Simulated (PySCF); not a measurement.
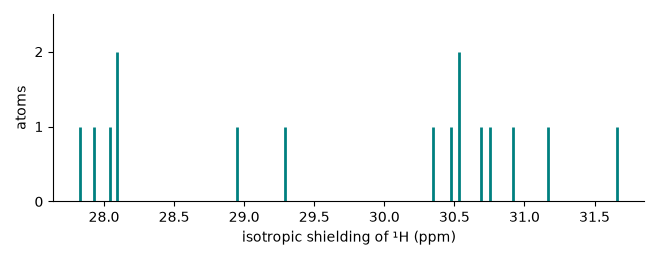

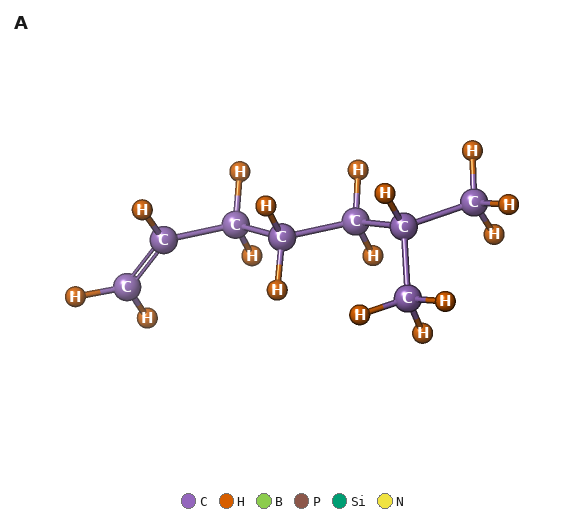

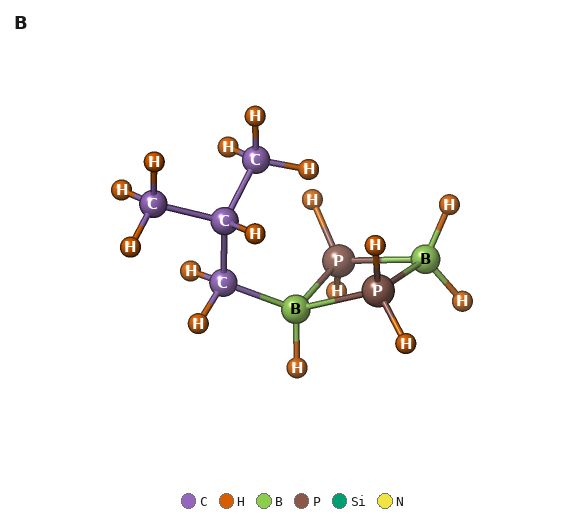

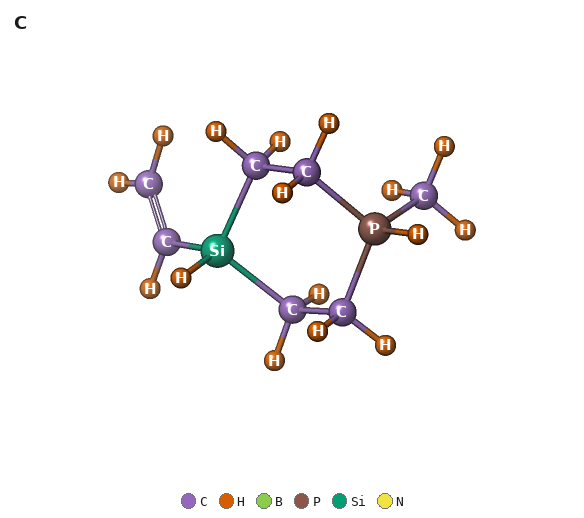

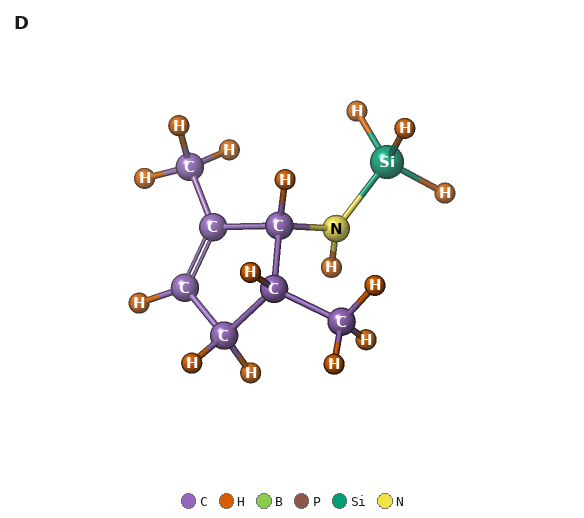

The sticks are computed shieldings of one of the molecules, for one fixed geometry (GFN2-xTB) without averaging over rotations. Low shielding means a high chemical shift. Method: GIAO PBE0/pcSseg-1 NMR shielding, non-relativistic, gas phase (PySCF 2.14.0).

**Which molecule gives this pattern?**

B, `CC(C)C[BH-]1[PH2+][BH2-][PH2+]1`. Its 16 H atoms give lines at 27.83, 27.93, 28.04, 28.10 (2 atoms), 28.95, 29.29, 30.35, 30.48, 30.53 (2 atoms), 30.69, 30.76, 30.92, 31.17, 31.66 ppm.

The geometry is semi-empirical. Around B, P, Si such bond lengths and angles can be off by a tenth of an ångström or more and by several degrees, and values that hang on the shape move with them.
